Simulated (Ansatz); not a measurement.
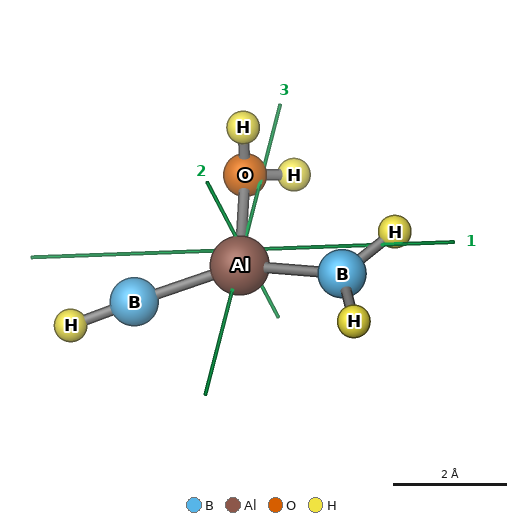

The three principal axes of inertia are drawn and numbered. Atoms fade into the background with distance from the viewer. The computed structure is the end point of a PBE-D4/def2-SVP optimisation. No frequency run is at hand to confirm it as a minimum. Masses are those of the most abundant isotopes; constants are for the rigid equilibrium geometry.

Q: Which line is the a axis (least moment of inertia), which b and which c?

A: a is line 1, b is line 3, c is line 2; the moments are 81.9, 110, 189 u Å².

Q: Classify the rotor and give the rotational constants (GHz).

A: An asymmetric top (C1): A = 6.17, B = 4.61, C = 2.67 GHz. Ray's parameter κ is 0.11, midway between the limits.
